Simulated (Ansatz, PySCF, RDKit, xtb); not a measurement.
# MoNH2SOF: ranking a sample of isomers

Which of a sample of isomers of MoNH2SOF is the most stable in the gas at 298.15 K, and what are its properties? The sample is small against all isomers, and the most stable one of this formula need not be in it. One structure proposed beforehand is put among the starts (marked given), to see whether the search confirms or beats it.

Plan: many cheap relaxations first (GFN2-xTB), then density-functional screening, relaxation at PBE0-D4/def2-SVP, vibrations and a final energy. The numbers are computed, not measured.

1 further run of the same task is left out (set aside as unsound or not needed).

## Step 1: Drawing up candidates

Isomers were drawn by moving bonds and hydrogen atoms under normal valences; this is a sample, not all of them. O–O, O–halogen and N–halogen bonds and N–N–N chains are not drawn. That gives 1 candidate.

| label | SMILES | spin |
| --- | --- | --- |
| c614 | [NH2][Mo](=[O])([F])=[S] | singlet |

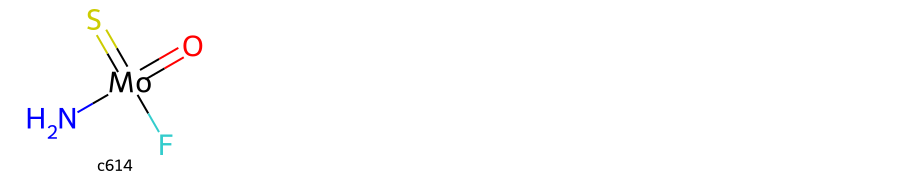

Structural formulas of the candidates.

Candidates are built by distance geometry, with a force field where one applies, in up to four conformers (letters a to d). 6 more come from a given structure, shaken or with two atoms exchanged.

## Step 2: Search with GFN2-xTB

All 8 starts are relaxed the same way. One of them, c085 (given structure with two atoms exchanged), in full:

Contents of start.xyz:

```xyz
7
c085
F     -0.532400    -2.206700    -0.684300
Mo     0.404700    -0.567300    -0.250200
N     -0.773200     0.701300     0.891600
O      0.980200     0.356700    -2.008400
S      1.851400    -0.992600     0.705300
H     -0.269200     1.635100     1.029800
H     -1.600300     1.005500     0.270600
```

Launch:

```
$ xtb start.xyz --gfn 2 --opt
```

Log, cut to the lines that bear on the results:

```text
* xtb version 6.7.1
[...]
          :  # basis functions                  34          :
[...]
          :  # electrons                        32          :
[...]
          :  Hamiltonian                  GFN2-xTB          :
[...]
          :  net charge                          0          :
          :  unpaired electrons                  0          :
[...]
   *** convergence criteria satisfied after 18 iterations ***
[...]
   *** GEOMETRY OPTIMIZATION CONVERGED AFTER 25 ITERATIONS ***
[...]
   *** convergence criteria satisfied after 3 iterations ***
[...]
         ::                     SUMMARY                     ::
         :::::::::::::::::::::::::::::::::::::::::::::::::::::
         :: total energy             -18.171576846931 Eh    ::
         :: gradient norm              0.000393489976 Eh/a0 ::
         :: HOMO-LUMO gap              2.600088675355 eV    ::
         ::.................................................::
         :: SCC energy               -18.265645933376 Eh    ::
         :: -> isotropic ES            0.102087481031 Eh    ::
         :: -> anisotropic ES         -0.000663886922 Eh    ::
         :: -> anisotropic XC          0.004743549068 Eh    ::
         :: -> dispersion             -0.005357523454 Eh    ::
         :: repulsion energy           0.094069086445 Eh    ::
         :: add. restraining           0.000000000000 Eh    ::
         :: total charge               0.000000000000 e     ::
         :::::::::::::::::::::::::::::::::::::::::::::::::::::
[...]
        16        2.0000           -0.4076781             -11.0935 (HOMO)
        17                         -0.3121266              -8.4934 (LUMO)
[...]
     #   Z          covCN         q      C6AA      α(0)
     1   9          0.736    -0.288    12.193     4.124
     2  42          3.320     0.933   346.270    44.771
     3   7          2.574    -0.378    29.795     8.107
     4   8          0.804    -0.454    22.819     6.403
     5  16          0.919    -0.271   150.697    20.764
     6   1          0.862     0.230     0.966     1.540
     7   1          0.863     0.229     0.971     1.543
[...]
     #   Z sym  total        # sym  WBO       # sym  WBO       # sym  WBO
 ---------------------------------------------------------------------------
     1   9      1.253 --     2      1.063
     2  42      6.975 --     5      2.231     4      2.157     3      1.401
                             1      1.063
     3   7      3.349 --     2      1.401     7      0.880     6      0.874
     4   8      2.408 --     2      2.157     5      0.131
     5  16      2.531 --     2      2.231     4      0.131
     6   1      0.947 --     3      0.874
     7   1      0.948 --     3      0.880
 ---------------------------------------------------------------------------
[...]
molecular dipole:
                 x           y           z       tot (Debye)
 q only:       -1.162       1.040       1.054
   full:       -1.994       0.731       0.871       5.835
molecular quadrupole (traceless):
[...]
          | TOTAL ENERGY              -18.171576846931 Eh   |
          | GRADIENT NORM               0.000393489976 Eh/α |
          | HOMO-LUMO GAP               2.600088675355 eV   |
           -------------------------------------------------
[...]
```

Run time: 0.13 s. Hardware: 2 threads of Arm Neoverse V1, shared host.

## Step 3: What the search left

7 of the 8 relaxations converged; 4 ended on a minimum already found. 3 distinct structures remain:

| label | start | SMILES after | spin | energy (kcal/mol) | note |
| --- | --- | --- | --- | --- | --- |
| c085 | altered | [NH2][Mo](=[O])([F])=[S] | singlet | 0.0 |  |
| c038 | altered | [F][MoH2]1[O][N]1[S] ‡ | singlet | 26.1 |  |
| c538 | altered | [FH].[O][MoH]1[N][S]1 ‡ | singlet | 57.8 | loosely bound |

‡ marks the bonded skeleton alone, with all bonds drawn single: no Lewis structure was assigned that passes a check against the bond lengths.

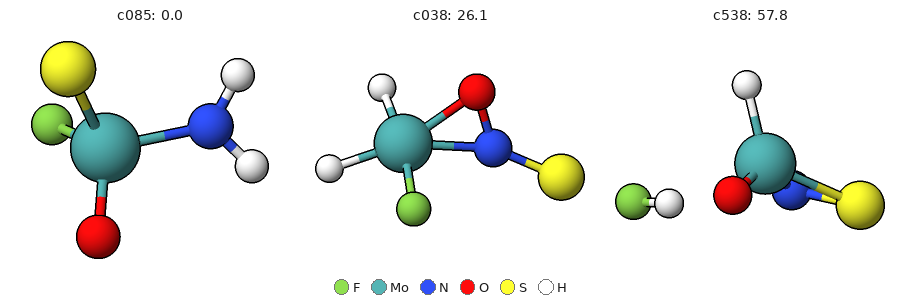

The 3 lowest minima that did not fall apart, with their GFN2-xTB energies in kcal/mol.

## Step 4: Single points on the low minima

A choice of the minima (the low ones first, few conformers of a pattern, up to a cap) and the lowest that fell apart get a single point at r2SCAN-D4/def2-SVP on the tight-binding geometry, and one at HF/STO-3G for comparison. The lowest singlets are also tried as triplets at the same geometry (label ending in t). The first, c085:

Contents of input.yaml:

```yaml
crystal:
  periodic: [false, false, false]
  atoms:
    - {symbol: F, position_ang: [-0.500099, -2.095318, -0.487056]}
    - {symbol: Mo, position_ang: [0.337172, -0.513108, -0.452159]}
    - {symbol: "N", position_ang: [-0.669722, 0.772765, 0.496629]}
    - {symbol: O, position_ang: [0.710280, 0.132241, -1.910809]}
    - {symbol: S, position_ang: [2.093422, -0.807083, 0.739868]}
    - {symbol: H, position_ang: [-0.663139, 0.944222, 1.505394]}
    - {symbol: H, position_ang: [-1.246714, 1.498282, 0.062533]}
basis:
  gaussian:
    orbitals: def2-SVP
scf:
  lower_state_search: "off"
output:
  orbitals: {seedname: orbitals}
hamiltonian:
  xc: r2scan
  dispersion: d4
magnetization:
  spin_polarized: false
```

Launch:

```
$ ansatz run input.yaml --threads 2 --pin off --max-ram 5220MiB --events-out events.jsonl --progress --plain --runs-dir runs
```

Log, cut to the lines that bear on the results:

```text
Warning: RAYON_NUM_THREADS=2 ignored (pool sized by the plan → 2); use --threads N
Functional definition: r2SCAN
  name "r2SCAN"
[...]
1087 factors; their error is unknown
[...]
mean field -18971.56404994 eV, -697.1921194474 hartree, gradient 2.3e-6 eV, S^2 0.000000; 0 other end points of the search recorded, 0 dependent functions left out
reference -18971.56407483 eV, -697.1921203621 hartree; 28, 28 occupied and 73, 73 virtual orbitals, 1087 factors
Total energy: -18971.61176510 eV, -697.1938729470 hartree
Checks for a lower state left out: stability, starts, cluster_reference, orbital_swaps, neighbouring_geometries, increment
```

Run time: 2.7 s. Hardware: 2 threads of Arm Neoverse V1, shared host.

Relative energies in kcal/mol, each column from its lowest structure that stays in one piece:

```csv
label,SMILES,spin,GFN2-xTB,HF/STO-3G,r2SCAN-D4/def2-SVP
c085,[NH2][Mo](=[O])([F])=[S],singlet,0.0,0.0,0.0
c085t,[NH2][Mo](=[O])([F])=[S],triplet,–,–,62.1
c538,[FH].[O][MoH]1[N][S]1 ‡,singlet,57.8,164.2,133.8
c538t,[FH].[O][MoH]1[N][S]1 ‡,triplet,–,–,145.7
c038t,[F][MoH2]1[O][N]1[S] ‡,triplet,–,–,215.8
c038,[F][MoH2]1[O][N]1[S] ‡,singlet,26.1,175.6,220.4
```

‡ marks the bonded skeleton alone, with all bonds drawn single: no Lewis structure was assigned that passes a check against the bond lengths.

## Step 5: Relaxing the best candidates

3 candidates are relaxed at PBE0-D4/def2-SVP (chosen among the lowest in one piece, with other spins of them). The first, c085:

Contents of input.yaml:

```yaml
basis:
  gaussian:
    orbitals: def2-SVP
crystal:
  periodic: [false, false, false]
  atoms:
    - symbol: F
      position_ang: [-0.500099, -2.095318, -0.487056]
    - symbol: Mo
      position_ang: [0.337172, -0.513108, -0.452159]
    - symbol: "N"
      position_ang: [-0.669722, 0.772765, 0.496629]
    - symbol: O
      position_ang: [0.710280, 0.132241, -1.910809]
    - symbol: S
      position_ang: [2.093422, -0.807083, 0.739868]
    - symbol: H
      position_ang: [-0.663139, 0.944222, 1.505394]
    - symbol: H
      position_ang: [-1.246714, 1.498282, 0.062533]
magnetization:
  spin_polarized: false
  initial_magnetization: 0
hamiltonian:
  xc: pbe0
  dispersion: d4
scf:
  lower_state_search: off
relax:
  f_tol: 0.003
```

Launch:

```
$ ansatz run input.yaml --threads 2 --pin off --max-ram 5220MiB --events-out events.jsonl --progress --plain --runs-dir runs
```

Log, cut to the lines that bear on the results:

```text
Warning: RAYON_NUM_THREADS=2 ignored (pool sized by the plan → 2); use --threads N
[...]
Functional definition: PBE0
  name "PBE0"
[...]
1086 factors; integrals over basis functions are off by at most 3.3e-4 eV
[...]
mean field -18962.94230388 eV, -696.8752761237 hartree, gradient 5.3e-6 eV, S^2 0.000000; 0 other end points of the search recorded, 0 dependent functions left out
[...]
reference -18962.94235586 eV, -696.8752780337 hartree; 28, 28 occupied and 73, 73 virtual orbitals, 1086 factors
relax step   1: F+E_penalty+E_count = -18963.12073200 eV  Δ(F+E_penalty+E_count) = +0.000e0 eV  max|allowed force component| = 2.605e0 eV/Å  Δτ_max = 0.0000 Å  (19 SCF iters, accepted)
[...]
relax step   6: F+E_penalty+E_count = -18963.27404051 eV  Δ(F+E_penalty+E_count) = -8.344e-5 eV  max|allowed force component| = 6.956e-3 eV/Å  Δτ_max = 0.0030 Å  (17 SCF iters, accepted)
[...]
relax step   7: F+E_penalty+E_count = -18963.27404233 eV  Δ(F+E_penalty+E_count) = -1.818e-6 eV  max|allowed force component| = 9.256e-4 eV/Å  Δτ_max = 0.0004 Å  (16 SCF iters, accepted)
Total energy: -18963.27409476 eV, -696.8874692136 hartree
Atom 0 at    -0.548189    -2.112300    -0.537503 Å, force    -0.000326    -0.000496     0.000107 eV/Å
Atom 1 at     0.364046    -0.510859    -0.392847 Å, force     0.000805     0.000926    -0.000484 eV/Å
Atom 2 at    -0.701565     0.774203     0.518715 Å, force    -0.000210    -0.000345     0.000559 eV/Å
Atom 3 at     0.698739     0.110765    -1.900618 Å, force    -0.000192    -0.000212     0.000869 eV/Å
Atom 4 at     2.142733    -0.777443     0.718694 Å, force    -0.000177    -0.000061    -0.000082 eV/Å
Atom 5 at    -0.681746     0.943586     1.521478 Å, force     0.000342    -0.000286    -0.000897 eV/Å
Atom 6 at    -1.212818     1.504049     0.026481 Å, force    -0.000243     0.000476    -0.000071 eV/Å
Dipole moment:    -0.491044     0.519847     0.385773 e Å
Checks for a lower state left out: stability, starts, cluster_reference, orbital_swaps, neighbouring_geometries, increment
```

Run time: 19 s. Hardware: 2 threads of Arm Neoverse V1, shared host.

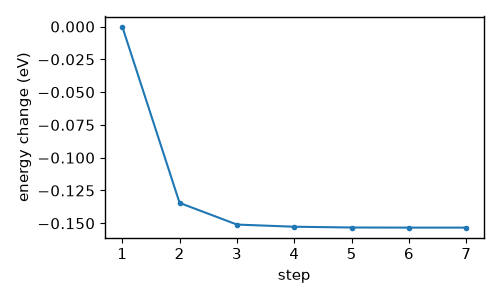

Energy along the run, all evaluated steps.

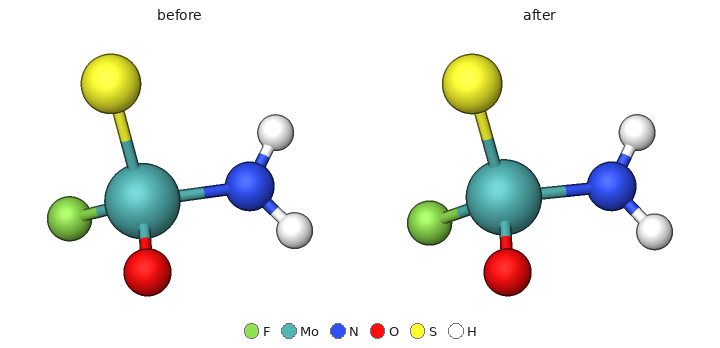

Before and after, at one scale.

After the run. Bond lengths: F1–Mo2 1.849 Å, Mo2–N3 1.902 Å, Mo2–O4 1.665 Å, Mo2–S5 2.114 Å, N3–H6 1.017 Å, N3–H7 1.018 Å. Angles: F1–Mo2–N3 110.3°, F1–Mo2–O4 110.6°, F1–Mo2–S5 110.3°, N3–Mo2–O4 107.1°, N3–Mo2–S5 107.7°, O4–Mo2–S5 110.7°, Mo2–N3–H6 125.0°, Mo2–N3–H7 122.3°, H6–N3–H7 111.5°.

## Step 6: Ranking at PBE0-D4/def2-SVP

```
label     spin  r2SCAN-D4/def2-SVP (kcal/mol)  PBE0-D4/def2-SVP, relaxed (kcal/mol)  time                                    note
 c085  singlet                            0.0                                   0.0  19 s                                        
c085t  triplet                           62.1                                  43.7  93 s                                        
 c538  singlet                          133.8                                 109.2  49 s  rearranged to [O][MoH]1([FH])[N][S]1 ‡
```

‡ marks the bonded skeleton alone, with all bonds drawn single: no Lewis structure was assigned that passes a check against the bond lengths.

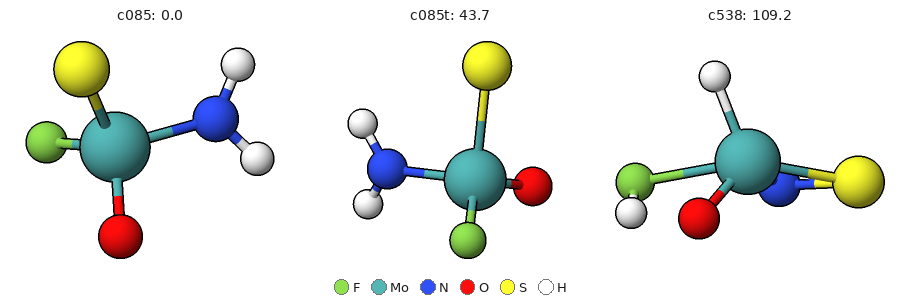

The relaxed structures, with energies at PBE0-D4/def2-SVP in kcal/mol.

## Step 7: Are they minima? Harmonic frequencies

The lowest few in one piece go on as finalists. Harmonic vibrations at PBE0-D4/def2-SVP test each finalist and give the zero-point energy and the thermal terms. The first, c085:

Contents of input.yaml:

```yaml
crystal:
  periodic: [false, false, false]
  atoms:
    - {symbol: F, position_ang: [-0.548189, -2.112300, -0.537503]}
    - {symbol: Mo, position_ang: [0.364046, -0.510859, -0.392847]}
    - {symbol: N, position_ang: [-0.701565, 0.774203, 0.518715]}
    - {symbol: O, position_ang: [0.698739, 0.110765, -1.900618]}
    - {symbol: S, position_ang: [2.142733, -0.777443, 0.718694]}
    - {symbol: H, position_ang: [-0.681746, 0.943586, 1.521478]}
    - {symbol: H, position_ang: [-1.212818, 1.504049, 0.026481]}
basis:
  gaussian: {orbitals: def2-SVP}
magnetization: {spin_polarized: false}
hamiltonian: {xc: {name: PBE0}, dispersion: d4}
scf: {lower_state_search: "off"}
phonons: {}
```

Launch:

```
$ ansatz run input.yaml --threads 2 --pin off --max-ram 5220MiB --events-out events.jsonl --progress --plain --runs-dir runs
```

Log, cut to the lines that bear on the results:

```text
Warning: RAYON_NUM_THREADS=2 ignored (pool sized by the plan → 2); use --threads N
[... 2 set-up lines as earlier in the session ...]
[...]
1084 factors; integrals over basis functions are off by at most 3.3e-4 eV
[...]
mean field -18963.09737004 eV, -696.8809746999 hartree, gradient 3.0e-6 eV, S^2 0.000000; 0 other end points of the search recorded, 0 dependent functions left out
[...]
reference -18963.09742240 eV, -696.8809766241 hartree; 28, 28 occupied and 73, 73 virtual orbitals, 1084 factors
[...]
1084 factors; integrals over basis functions are off by at most 3.3e-4 eV
mean field -18963.09732649 eV, -696.8809730994 hartree, gradient 1.7e-6 eV, S^2 0.000000; 0 other end points of the search recorded, 0 dependent functions left out
[...]
reference -18963.09737884 eV, -696.8809750235 hartree; 28, 28 occupied and 73, 73 virtual orbitals, 1084 factors
[...]
Total energy: -18963.27409871 eV, -696.8874693588 hartree
Atom 0 at    -0.548189    -2.112300    -0.537503 Å, force    -0.000373    -0.000494     0.000283 eV/Å
Atom 1 at     0.364046    -0.510859    -0.392847 Å, force     0.000999     0.000603    -0.000796 eV/Å
Atom 2 at    -0.701565     0.774203     0.518715 Å, force    -0.000263    -0.000278     0.000553 eV/Å
Atom 3 at     0.698739     0.110765    -1.900618 Å, force    -0.000235     0.000019     0.001061 eV/Å
Atom 4 at     2.142733    -0.777443     0.718694 Å, force    -0.000276    -0.000022    -0.000105 eV/Å
Atom 5 at    -0.681746     0.943586     1.521478 Å, force     0.000339    -0.000276    -0.000868 eV/Å
Atom 6 at    -1.212818     1.504049     0.026481 Å, force    -0.000191     0.000448    -0.000128 eV/Å
Dipole moment:    -0.491043     0.519847     0.385773 e Å
Vibrations: 187.00 203.16 209.95 240.73 274.68 384.65 542.09 580.65 666.55 706.12 747.46 1064.76 1499.48 3569.73 3678.68 cm⁻¹, zero-point energy 0.902337 eV
Checks for a lower state left out: stability, starts, cluster_reference, orbital_swaps, neighbouring_geometries, increment
```

Wall time 87 s (2 threads of Arm Neoverse V1, shared host).

## Step 8: Zero-point energy and free-energy terms

At 298.15 K and 1 atm, ideal gas, rigid rotor and harmonic oscillator:

```csv
label,SMILES,spin,point group,lowest mode (cm⁻¹),zero-point (kcal/mol),G − E (kcal/mol)
c085,[NH2][Mo](=[O])([F])=[S],singlet,C1,187,20.8,0.7
c085t,[NH2][Mo]([O])([F])[S] ‡,triplet,C1,101,19.9,-1.6
c538,[O][MoH]1([FH])[N][S]1 ‡,singlet,C1,139,17.5,-2.8
```

Chiral structures get −RT ln 2 for their mirror image.

‡ marks the bonded skeleton alone, with all bonds drawn single: no Lewis structure was assigned that passes a check against the bond lengths.

## Step 9: The final energy

Each finalist gets a single point at CCSD(T)/def2-SVP + MP2/def2-TZVPP - MP2/def2-SVP.

c085, CCSD(T)/def2-SVP:

Changes to input.yaml since step 7:

```diff
@@ -11,6 +11,7 @@
 basis:
-  gaussian: {orbitals: def2-SVP}
-magnetization: {spin_polarized: false}
-hamiltonian: {xc: {name: PBE0}, dispersion: d4}
-scf: {lower_state_search: "off"}
-phonons: {}
+  gaussian:
+    orbitals: def2-SVP
+total_charge: 0
+correlation:
+  method: ccsd_t
+  frozen_orbitals: {"N": 1, O: 1, H: 0, S: 5, F: 1, Mo: 0}
```

Launch:

```
$ ansatz run input.yaml --threads 2 --pin off --max-ram 5220MiB --events-out events.jsonl --progress --plain --runs-dir runs
```

Log, cut to the lines that bear on the results:

```text
Warning: RAYON_NUM_THREADS=2 ignored (pool sized by the plan → 2); use --threads N
Functional definition: HF
  name "HF"
[...]
987 factors; integrals over basis functions are off by at most 1.2e-3 eV
[...]
mean field -18904.17237563 eV, -694.7155210961 hartree, gradient 9.2e-6 eV, S^2 0.000000; 1 other end points of the search recorded, 0 dependent functions left out; unrestricted orbitals would lower it
8 core orbitals not correlated: weight in the atoms' cores, before any rotation towards them, 1.000 or more for the frozen orbitals, at most 0.000 for the correlated occupied ones
reference -18904.17237563 eV, -694.7155210961 hartree; 20, 20 occupied and 73, 73 virtual orbitals, 987 factors
second order -31.19713558 eV of doubles, -0.00000000 eV of singles
cycle   1  -27.04509754 eV  change     4.2e0 eV  update   3.4e-1
[...]
cycle  14  -29.40598674 eV  change    3.7e-5 eV  update   1.1e-5
perturbative correction -1.65049802 eV, -0.0606546837 hartree
Total energy: -18935.22886039 eV, -695.8568258602 hartree
```

Run time: 16 s. Hardware: 2 threads of Arm Neoverse V1, shared host.

## Step 10: c085 at MP2/def2-TZVPP

Changes to input.yaml since step 9:

```diff
@@ -5,3 +5,3 @@
     - {symbol: Mo, position_ang: [0.364046, -0.510859, -0.392847]}
-    - {symbol: N, position_ang: [-0.701565, 0.774203, 0.518715]}
+    - {symbol: "N", position_ang: [-0.701565, 0.774203, 0.518715]}
     - {symbol: O, position_ang: [0.698739, 0.110765, -1.900618]}
@@ -12,6 +12,6 @@
   gaussian:
-    orbitals: def2-SVP
+    orbitals: def2-TZVPP
 total_charge: 0
 correlation:
-  method: ccsd_t
+  method: mp2
   frozen_orbitals: {"N": 1, O: 1, H: 0, S: 5, F: 1, Mo: 0}
```

Launch:

```
$ ansatz run input.yaml --threads 2 --pin off --max-ram 5220MiB --events-out events.jsonl --progress --plain --runs-dir runs
```

Log:

```text
Warning: RAYON_NUM_THREADS=2 ignored (pool sized by the plan → 2); use --threads N
[... 2 set-up lines as earlier in the session ...]
  exchange = exact_x
  correlation = 0
1397 factors; integrals over basis functions are off by at most 1.1e-3 eV
mean field evaluation 1: about -18906.0044 eV, gradient 7.6e1 eV
mean field evaluation 2: about -18906.3214 eV, gradient 7.6e1 eV
mean field evaluation 4: about -18916.4943 eV, gradient 1.2e1 eV
mean field evaluation 8: about -18916.8013 eV, gradient 1.3e0 eV
mean field evaluation 16: about -18916.8093 eV, gradient 2.6e-6 eV
mean field -18916.80931252 eV, -695.1799199611 hartree, gradient 3.0e-6 eV, S^2 0.000000; 1 other end points of the search recorded, 0 dependent functions left out; unrestricted orbitals would lower it
8 core orbitals not correlated: weight in the atoms' cores, before any rotation towards them, 1.000 or more for the frozen orbitals, at most 0.000 for the correlated occupied ones
reference -18916.80931252 eV, -695.1799199611 hartree; 20, 20 occupied and 191, 191 virtual orbitals, 1397 factors
second order -40.90976966 eV of doubles, -0.00000000 eV of singles
Total energy: -18957.71908217 eV, -696.6833262664 hartree
```

It took 6.6 s on 2 threads of Arm Neoverse V1, shared host.

## Step 11: c085t at CCSD(T)/def2-SVP

Contents of input.yaml:

```yaml
basis:
  gaussian:
    orbitals: def2-SVP
crystal:
  periodic: [false, false, false]
  atoms:
    - {symbol: F, position_ang: [-0.746331, -2.128340, -0.608128]}
    - {symbol: Mo, position_ang: [0.262413, -0.563994, -0.523555]}
    - {symbol: N, position_ang: [-0.686852, 0.707668, 0.535148]}
    - {symbol: O, position_ang: [0.887997, 0.213344, -1.860162]}
    - {symbol: S, position_ang: [2.121940, -0.694662, 0.882522]}
    - {symbol: H, position_ang: [-0.318746, 1.147031, 1.376800]}
    - {symbol: H, position_ang: [-1.459221, 1.250955, 0.151776]}
magnetization:
  spin_polarized: true
  initial_magnetization: 2
correlation:
  method: ccsd_t
  frozen_orbitals: {"N": 1, O: 1, H: 0, S: 5, F: 1, Mo: 0}
scf:
  omitted_lower_state_checks: [cluster_reference]
```

Launch:

```
$ ansatz run input.yaml --threads 2 --pin off --max-ram 5220MiB --events-out events.jsonl --progress --plain --runs-dir runs
```

Log, cut to the lines that bear on the results:

```text
Warning: RAYON_NUM_THREADS=2 ignored (pool sized by the plan → 2); use --threads N
[... 2 set-up lines as earlier in the session ...]
[...]
987 factors; integrals over basis functions are off by at most 8.7e-4 eV
[...]
mean field -18904.00813624 eV, -694.7094854099 hartree, gradient 1.8e-6 eV, S^2 2.019463; 12 other end points of the search recorded, 0 dependent functions left out
8 core orbitals not correlated: weight in the atoms' cores, before any rotation towards them, 1.000 or more for the frozen orbitals, at most 0.000 for the correlated occupied ones
reference -18904.00813624 eV, -694.7094854099 hartree; 21, 19 occupied and 72, 74 virtual orbitals, 987 factors
second order -28.46448726 eV of doubles, -0.00000000 eV of singles
cycle   1  -26.05201463 eV  change     2.4e0 eV  update   2.8e-1
[...]
cycle  22  -27.88470218 eV  change    2.8e-5 eV  update   4.6e-5
perturbative correction -1.30891519 eV, -0.0481017461 hartree
Total energy: -18933.20175361 eV, -695.7823310602 hartree
Checks for a lower state left out: cluster_reference
```

It took 90 s on 2 threads of Arm Neoverse V1, shared host; peak memory 1.1 GiB.

For c085, c538 the log finds that unrestricted Hartree-Fock orbitals lie lower, a sign to watch the closed-shell reference there.

(Part 1 of 2 ends here.)
